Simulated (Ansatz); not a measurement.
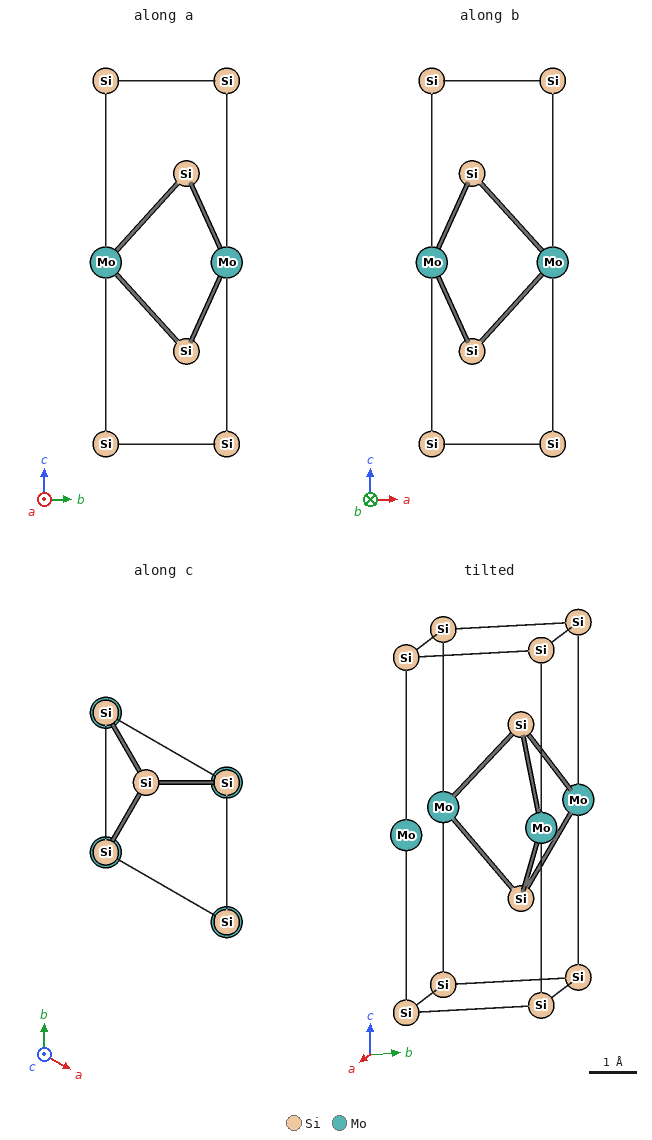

A ball-and-stick picture of a crystal structure, seen along the a axis, along the b axis, along the c axis and slightly off an axis. The conventional unit cell is drawn as a box.

Lattice parameters: a = 2.982 Å, b = 2.982 Å, c = 7.759 Å, α = 90.00°, β = 90.00°, γ = 120.00°. Put a along x and b in the xy plane.

Give the atomic positions as a POSCAR file, with free fractional coordinates to two decimals.

```
Si Mo
1.0
     2.982    0.000    0.000
    -1.491    2.583    0.000
     0.000    0.000    7.759
Si Mo
3 1
Direct
  0.00 0.00 0.00
  0.3333 0.6667 0.74
  0.3333 0.6667 0.26
  0.00 0.00 0.50
```

Origin of the cell: a structure type filled with these elements by a generator (whether the compound takes this form wasn't checked). The geometry is the end of a relaxation with DFT PBE, scalar-relativistic, plane waves, PAW in Ansatz 0.2.0.
